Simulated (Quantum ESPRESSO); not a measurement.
Band structure of HfGa₄Co (P4/mmm, 6 atoms in the cell).

```
CELL_PARAMETERS angstrom
      4.09590     0.00000     0.00000
      0.00000     4.09590     0.00000
      0.00000     0.00000     6.40737
ATOMIC_POSITIONS crystal
  Hf 0.00000 0.00000 0.00000
  Ga 0.50000 0.00000 0.70679
  Ga 0.50000 0.00000 0.29321
  Ga 0.00000 0.50000 0.70679
  Ga 0.00000 0.50000 0.29321
  Co 0.00000 0.00000 0.50000
```

Level of theory: LDA (PZ), GBRV 1.5 ultrasoft (LDA) pseudopotentials (plane waves; Quantum ESPRESSO 7.5).

Settings: ecutwfc = 50 Ry; ecutrho = 400 Ry; occupations = smearing; smearing = gauss; degauss = 0.0099958 Ry; potentials = {Hf: hf_lda_v1.uspp.F.UPF, Ga: ga_lda_v1.4.uspp.F.UPF, Co: co_lda_v1.2.uspp.F.UPF}; K_POINTS = automatic 5 5 3 0 0 0; nbnd = 59; conv_thr = 1e-10 Ry; mixing_beta = 0.4.

The starting cell comes from a database of computed structures (which also holds hypothetical and non-ambient phases and stackings), without a prior relaxation at this level. Spin-orbit coupling is off. Spin polarisation is off.

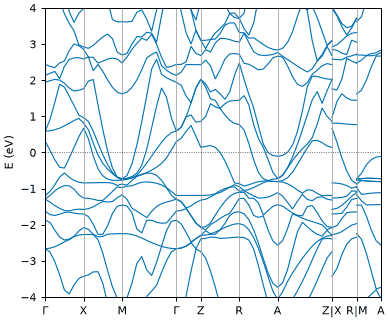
Bands along the path, energies from the Fermi level.

Levels in eV from the Fermi level, bands 49 to 56:
| point | 49 | 50 | 51 | 52 | 53 | 54 | 55 | 56 |
|---|---|---|---|---|---|---|---|---|
| Γ | -1.29 | -1.29 | -1.19 | 0.30 | 0.59 | 0.59 | 1.94 | 2.13 |
| X | -1.58 | -1.26 | -0.84 | 0.67 | 0.81 | 0.96 | 1.76 | 2.58 |
| M | -1.17 | -0.97 | -0.88 | -0.76 | -0.76 | -0.73 | -0.73 | 1.62 |
| Z | -2.07 | -1.32 | -1.19 | 0.14 | 0.86 | 2.02 | 2.02 | 2.43 |
| R | -1.10 | -1.07 | -0.95 | -0.87 | 0.77 | 1.44 | 2.47 | 2.72 |
| A | -1.44 | -1.11 | -0.81 | -0.81 | -0.72 | -0.72 | -0.11 | 2.66 |

Bands cross the Fermi level along this path, so the cell is metallic at this level.
